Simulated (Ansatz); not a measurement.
**C2H8Si (dimethylsilane) at HF/STO-3G**

What is the energy change on altering one bond length of C2H8Si (dimethylsilane) at HF/STO-3G? 

The results are computed with Ansatz 0.2.0.

50 further runs of the same task are left out: 50 set aside as unsound or not needed.

## (1) Starting point

C2H8Si: 11 atoms, total charge 0, spin state singlet. SMILES: `C[SiH2]C`. Geometry: relaxed at PBE0-D4/def2-TZVP.

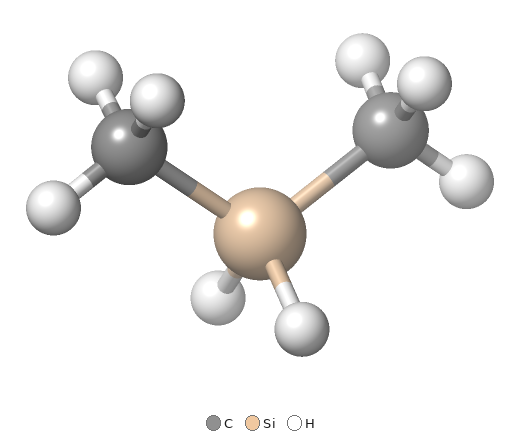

The structure, seen from a chosen angle (carbon grey, silicon light orange, hydrogen white).

## (2) The energy at HF/STO-3G

in.yaml reads:

```yaml
crystal:
  periodic: [false, false, false]
  atoms:
    - {symbol: C, position_ang: [-1.050200, 0.967200, -0.661200]}
    - {symbol: Si, position_ang: [-0.309200, -0.653200, -0.087600]}
    - {symbol: C, position_ang: [1.346600, -0.392300, 0.745700]}
    - {symbol: H, position_ang: [-2.015800, 0.806900, -1.146100]}
    - {symbol: H, position_ang: [-0.391700, 1.464600, -1.377800]}
    - {symbol: H, position_ang: [-1.204900, 1.644900, 0.182100]}
    - {symbol: H, position_ang: [-0.139900, -1.564200, -1.256100]}
    - {symbol: H, position_ang: [-1.245100, -1.319300, 0.863300]}
    - {symbol: H, position_ang: [2.058200, 0.075200, 0.060400]}
    - {symbol: H, position_ang: [1.772600, -1.342000, 1.077400]}
    - {symbol: H, position_ang: [1.244800, 0.255200, 1.620300]}
basis:
  gaussian:
    orbitals: STO-3G
hamiltonian:
  xc: hf
accuracy: high
output:
  orbitals: {seedname: orbitals}
```

Launch:

```bash
$ ansatz run in.yaml --threads 1 --pin off --max-ram 3480MiB --events-out events.jsonl --progress --plain --runs-dir runs
```

What it wrote:

```text
Warning: RAYON_NUM_THREADS=1 ignored (pool sized by the plan → 1); use --threads N
Functional definition: HF
  name "HF"
  exchange = exact_x
  correlation = 0
539 factors; integrals over basis functions are off by at most 1.1e-8 eV
mean field evaluation 1: about -9934.3643 eV, gradient 1.0e1 eV
mean field evaluation 2: about -9934.4560 eV, gradient 1.0e1 eV
mean field evaluation 4: about -9934.9212 eV, gradient 2.3e-1 eV
mean field evaluation 8: about -9934.9207 eV, gradient 6.0e-7 eV
mean field -9934.92072370 eV, -365.1016024647 hartree, gradient 5.1e-8 eV, S^2 0.000000; 0 other end points of the search recorded, 0 dependent functions left out
reference -9934.92072370 eV, -365.1016024647 hartree; 17, 17 occupied and 10, 10 virtual orbitals, 539 factors
Total energy: -9934.92072370 eV, -365.1016024647 hartree
```

It took 0.22 s on 1 thread of Arm Neoverse V2, shared host.

## (3) The distorted shape

molecule.yaml reads:

```yaml
crystal:
  periodic: [false, false, false]
  atoms:
    - {symbol: C, position_ang: [-0.926435, 0.425019, -1.335867]}
    - {symbol: Si, position_ang: [-0.185435, -1.195381, -0.762267]}
    - {symbol: C, position_ang: [1.470365, -0.934481, 0.071033]}
    - {symbol: H, position_ang: [-1.892035, 0.264719, -1.820767]}
    - {symbol: H, position_ang: [-0.267935, 0.922419, -2.052467]}
    - {symbol: H, position_ang: [-1.204900, 1.644900, 0.182100]}
    - {symbol: H, position_ang: [-0.016135, -2.106381, -1.930767]}
    - {symbol: H, position_ang: [-1.121335, -1.861481, 0.188633]}
    - {symbol: H, position_ang: [2.181965, -0.466981, -0.614267]}
    - {symbol: H, position_ang: [1.896365, -1.884181, 0.402733]}
    - {symbol: H, position_ang: [1.368565, -0.286981, 0.945633]}
basis:
  gaussian:
    orbitals: STO-3G
hamiltonian:
  xc: hf
accuracy: high
output:
  orbitals: {seedname: orbitals}
```

Launch:

```bash
$ ansatz run molecule.yaml --threads 1 --pin off --max-ram 3480MiB --events-out events.jsonl --progress --plain --runs-dir runs
```

What it wrote:

```text
Warning: RAYON_NUM_THREADS=1 ignored (pool sized by the plan → 1); use --threads N
Functional definition: HF
  name "HF"
  exchange = exact_x
  correlation = 0
538 factors; integrals over basis functions are off by at most 1.1e-8 eV
mean field evaluation 1: about -9927.8641 eV, gradient 1.4e1 eV
mean field evaluation 2: about -9927.9331 eV, gradient 1.3e1 eV
mean field evaluation 4: about -9928.8514 eV, gradient 1.8e0 eV
mean field evaluation 8: about -9928.8651 eV, gradient 1.9e-2 eV
mean field -9928.86507683 eV, -364.8790615472 hartree, gradient 9.1e-8 eV, S^2 0.000000; 0 other end points of the search recorded, 0 dependent functions left out
reference -9928.86507683 eV, -364.8790615472 hartree; 17, 17 occupied and 10, 10 virtual orbitals, 538 factors
Total energy: -9928.86507683 eV, -364.8790615472 hartree
```

Run time: 0.24 s. Hardware: 1 thread of Arm Neoverse V2, shared host.

## (4) Results

Level: HF/STO-3G.

```
                                                         quantity          value
                                        first shape: total energy  -365.10160 Eh
                                         first shape: HOMO energy      -10.38 eV
                                         first shape: LUMO energy       14.12 eV
                                       first shape: HOMO–LUMO gap       24.50 eV
                                    distorted shape: total energy  -364.87906 Eh
                                     distorted shape: HOMO energy       -7.76 eV
                                     distorted shape: LUMO energy        5.93 eV
                                   distorted shape: HOMO–LUMO gap       13.68 eV
energy change with the C1–H6 bond stretched from 1.093 to 1.967 Å       6.056 eV
```

With the C1–H6 bond stretched from 1.093 to 1.967 Å the energy rises by 6.06 eV (140 kcal/mol). The first shape isn't relaxed at this level, so the change isn't measured from a minimum. A restricted reference can't describe the breaking bond well at this length. The minimal basis adds a large error of its own.
